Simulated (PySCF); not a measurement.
NMR shielding calculation, with input and output: Si₂₅H₃₀S₂

The run: NMR shielding calculation of Si₂₅H₃₀S₂. Method and program: GIAO KT3/pcSseg-1 NMR shielding, non-relativistic, gas phase (PySCF 2.14.0).

The geometry comes from this level: GFN2-xTB. Figures and captions count atoms from 1; the log counts them from 0 in places.

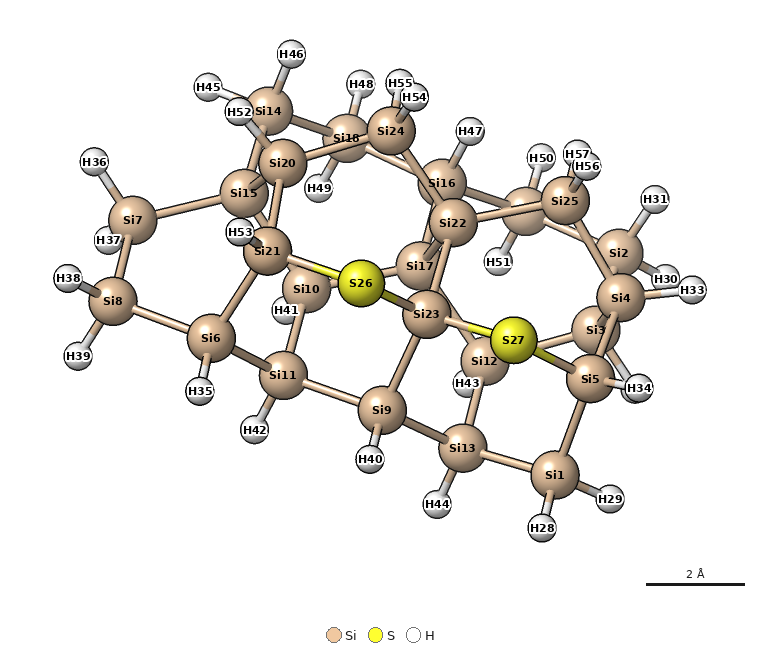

The structure (ball-and-stick view, seen at a tilt; atoms are numbered from 1 in the order of the input).

Results in brief:

```tsv
quantity	value
outcome	converged
total energy	−8115.634190 hartree
HOMO	−5.57 eV
LUMO	−2.62 eV
dipole moment	2.41 D
isotropic shielding, Si	349.3 to 494.5 ppm
isotropic shielding, S	678.8 to 684.8 ppm
isotropic shielding, H	26.2 to 28.2 ppm
hardware	4 CPU threads, shared host
wall time	86 s (CPU time 4.8 min)
peak memory	2.3 GiB
```

The input:
```
{"job": {"kind": "nmr", "xc": "KT3", "basis": "pcSseg-1", "pop": false}, "charge": 0, "multiplicity": 1}
Si    -4.273741    -0.344102    -3.362205
Si    -4.442059    -0.474260     3.113839
Si    -4.349288    -0.343712     0.783907
Si    -4.254830     1.840865    -0.098102
Si    -4.070978     1.780800    -2.438921
Si     3.383823    -0.473104    -3.279087
Si     5.397584    -1.442905    -0.182473
Si     5.387825    -1.396759    -2.510017
Si    -0.494928    -0.654990    -3.201083
Si     1.503943    -1.510491    -0.081290
Si     1.498913    -1.623688    -2.449033
Si    -2.493630    -1.502855    -0.110391
Si    -2.516411    -1.609280    -2.478229
Si     3.414012    -0.428913     3.109990
Si     3.476023    -0.447996     0.760209
Si    -0.511382    -0.563335     3.171605
Si    -0.490320    -0.541746     0.797073
Si     1.498808    -1.348101     4.048843
Si    -2.512921    -1.377630     4.044039
Si     3.289398     1.777287    -0.081941
Si     3.128213     1.696985    -2.420927
Si    -0.473398     1.796711     0.139576
Si    -0.473387     1.494257    -2.220270
Si     1.476222     2.864118     0.887154
Si    -2.414596     2.887265     0.874849
S      1.227981     2.556586    -3.062937
S     -2.145843     2.637556    -3.021461
H     -4.293074    -0.376179    -4.830016
H     -5.610352    -0.823045    -2.977952
H     -5.657814    -1.165629     3.571237
H     -4.622486     0.893917     3.630264
H     -5.572777    -0.971454     0.235543
H     -5.521416     2.534198     0.207516
H     -4.902234     2.790275    -3.098726
H      3.341036    -0.480714    -4.754286
H      6.611657    -0.799519     0.342906
H      5.514542    -2.825322     0.303181
H      6.564185    -0.685542    -3.031305
H      5.543105    -2.750185    -3.058120
H     -0.479154    -0.560582    -4.675727
H      1.531225    -2.904681     0.409537
H      1.523575    -3.039080    -2.862766
H     -2.522862    -2.893197     0.391277
H     -2.564670    -3.016325    -2.917953
H      4.643402    -1.035058     3.646348
H      3.525633     0.977139     3.536125
H     -0.519973     0.896681     3.471276
H      1.516094    -1.278427     5.520266
H      1.526014    -2.797519     3.783666
H     -2.535104    -1.300585     5.514559
H     -2.504590    -2.828335     3.784688
H      4.576940     2.446722     0.192595
H      3.981447     2.673378    -3.099340
H      1.469519     4.317720     0.680179
H      1.515189     2.699062     2.350561
H     -2.381450     4.338636     0.665649
H     -2.448709     2.727239     2.340094
```

The first line tells a small driver script what to run in PySCF; the rest is the geometry in Å.

Command:
```bash
OMP_NUM_THREADS=4 python <driver script> task.json out
```

Log:
```
start: PBE on a coarse grid of 58853 points
cycle   1  E = -8047.6160753130  dE =  1.859e+00  |g| = 5.426e-01  |ddm| = 8.277e+00
cycle   2  E = -8047.3886205828  dE =  2.275e-01  |g| = 9.820e-01  |ddm| = 3.435e+00
cycle   3  E = -8047.6723467236  dE = -2.837e-01  |g| = 2.780e-01  |ddm| = 3.204e+00
cycle   4  E = -8047.6950104926  dE = -2.266e-02  |g| = 1.222e-01  |ddm| = 9.644e-01
cycle   5  E = -8047.7002912758  dE = -5.281e-03  |g| = 3.483e-02  |ddm| = 3.623e-01
cycle   6  E = -8047.7006484521  dE = -3.572e-04  |g| = 1.875e-02  |ddm| = 1.245e-01
cycle   7  E = -8047.7007718688  dE = -1.234e-04  |g| = 4.566e-03  |ddm| = 5.047e-02
final grid: 433266 points
cycle   8  E = -8115.6124783541  dE = -1.444e-01  |g| = 6.271e-01  |ddm| = 1.786e+00
cycle   9  E = -8115.6233406103  dE = -1.086e-02  |g| = 3.152e-01  |ddm| = 9.689e-01
cycle  10  E = -8115.6263127423  dE = -2.972e-03  |g| = 1.410e-01  |ddm| = 7.774e-01
cycle  11  E = -8115.6340606329  dE = -7.748e-03  |g| = 1.753e-02  |ddm| = 4.019e-01
cycle  12  E = -8115.6341652643  dE = -1.046e-04  |g| = 6.024e-03  |ddm| = 5.257e-02
cycle  13  E = -8115.6341830279  dE = -1.776e-05  |g| = 2.006e-03  |ddm| = 1.862e-02
cycle  14  E = -8115.6341837408  dE = -7.129e-07  |g| = 8.031e-04  |ddm| = 6.195e-03
cycle  15  E = -8115.6341873675  dE = -3.627e-06  |g| = 3.608e-04  |ddm| = 2.550e-03
cycle  16  E = -8115.6341829421  dE =  4.425e-06  |g| = 1.149e-04  |ddm| = 1.147e-03
cycle  17  E = -8115.6341895005  dE = -6.558e-06  |g| = 2.816e-05  |ddm| = 3.400e-04
converged SCF energy = -8115.6341895005

GIAO shielding tensors (ppm)
atom      isotropic    diamagn.    paramagn.     s11        s22        s33       span
  0 Si     479.803     883.224    -403.421    452.833    470.203    516.372     63.539
  1 Si     471.740     883.114    -411.374    453.593    467.826    493.801     40.208
  2 Si     483.202     884.256    -401.054    469.860    479.481    500.265     30.405
  3 Si     476.269     884.167    -407.897    444.892    487.569    496.345     51.453
  4 Si     404.263     883.030    -478.767    341.847    413.737    457.206    115.359
  5 Si     488.504     883.814    -395.310    474.068    478.837    512.606     38.538
  6 Si     467.156     883.451    -416.296    446.922    455.799    498.746     51.824
  7 Si     477.730     883.545    -405.815    455.842    479.920    497.430     41.588
  8 Si     470.633     882.667    -412.034    441.645    455.723    514.530     72.885
  9 Si     472.625     881.140    -408.515    457.372    474.873    485.630     28.258
 10 Si     478.378     883.077    -404.699    460.653    475.415    499.065     38.412
 11 Si     470.737     882.211    -411.474    461.450    466.683    484.079     22.628
 12 Si     480.164     883.677    -403.513    468.535    477.058    494.899     26.364
 13 Si     465.089     883.074    -417.985    447.626    455.122    492.520     44.893
 14 Si     494.457     884.234    -389.777    482.231    488.976    512.164     29.932
 15 Si     472.870     884.699    -411.829    454.529    462.552    501.529     47.000
 16 Si     475.139     880.526    -405.388    469.136    476.616    479.664     10.527
 17 Si     474.025     881.977    -407.951    454.992    474.898    492.186     37.194
 18 Si     474.843     881.965    -407.122    455.185    475.870    493.474     38.290
 19 Si     475.069     883.179    -408.110    443.424    484.198    497.584     54.161
 20 Si     402.693     882.234    -479.541    330.914    413.945    463.221    132.308
 21 Si     461.378     881.743    -420.365    441.512    456.566    486.056     44.545
 22 Si     349.266     877.654    -528.388    320.176    347.087    380.535     60.359
 23 Si     471.362     883.298    -411.936    436.581    482.977    494.527     57.946
 24 Si     470.929     883.639    -412.711    438.505    478.188    496.093     57.588
 25 S      678.784    1061.348    -382.564    612.214    641.668    782.470    170.257
 26 S      684.794    1061.541    -376.748    610.592    639.421    804.368    193.776
 27 H       28.110      30.173      -2.063     23.964     25.103     35.263     11.299
 28 H       28.162      30.918      -2.756     23.687     26.293     34.507     10.820
 29 H       27.954      28.670      -0.716     23.080     24.983     35.800     12.721
 30 H       28.084      29.670      -1.586     24.466     27.043     32.743      8.277
 31 H       27.903      32.723      -4.820     22.845     26.117     34.746     11.901
 32 H       27.849      31.939      -4.090     23.262     24.630     35.655     12.393
 33 H       26.242      30.152      -3.910     21.991     23.487     33.249     11.258
 34 H       28.111      31.745      -3.634     23.155     26.061     35.118     11.962
 35 H       28.171      29.668      -1.497     23.589     25.770     35.154     11.564
 36 H       28.021      29.569      -1.548     23.701     26.085     34.276     10.575
 37 H       28.132      29.138      -1.006     24.143     24.869     35.384     11.242
 38 H       28.132      29.243      -1.111     24.428     25.068     34.899     10.471
 39 H       27.892      33.714      -5.821     23.403     26.825     33.450     10.047
 40 H       27.439      33.229      -5.789     24.504     25.564     32.249      7.745
 41 H       27.762      32.532      -4.770     23.226     25.609     34.451     11.225
 42 H       27.456      32.566      -5.110     24.264     25.261     32.843      8.579
 43 H       27.763      31.404      -3.642     23.433     24.793     35.063     11.630
 44 H       28.000      29.865      -1.865     22.691     26.001     35.307     12.617
 45 H       27.942      30.067      -2.125     24.577     26.988     32.260      7.683
 46 H       27.790      32.686      -4.896     25.464     27.777     30.129      4.665
 47 H       28.062      29.046      -0.984     22.673     25.792     35.721     13.048
 48 H       28.047      30.758      -2.711     25.755     25.863     32.524      6.769
 49 H       28.096      28.735      -0.639     22.796     25.855     35.636     12.840
 50 H       28.079      30.358      -2.279     25.223     26.220     32.794      7.571
 51 H       27.857      32.910      -5.053     24.001     24.656     34.915     10.914
 52 H       26.236      31.130      -4.894     21.603     24.290     32.816     11.212
 53 H       27.771      31.360      -3.589     23.597     24.889     34.826     11.229
 54 H       27.735      32.069      -4.334     25.307     26.203     31.694      6.388
 55 H       27.850      31.264      -3.414     23.698     24.992     34.859     11.160
 56 H       27.812      31.999      -4.188     25.120     26.414     31.902      6.782
```

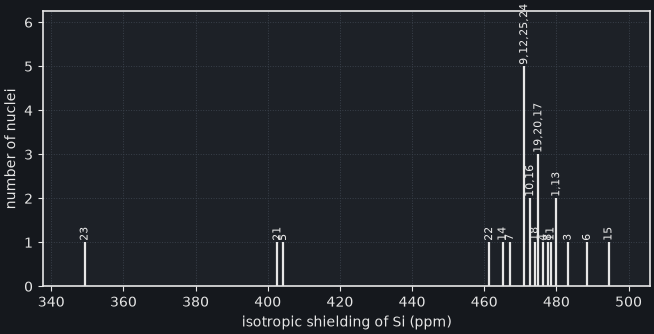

Isotropic shieldings of the silicon nuclei in this fixed geometry, labelled by atom number; shielding grows to the right, so chemical shift grows to the left. The least shielded is Si23 (349.3 ppm), the most shielded Si15 (494.5 ppm).
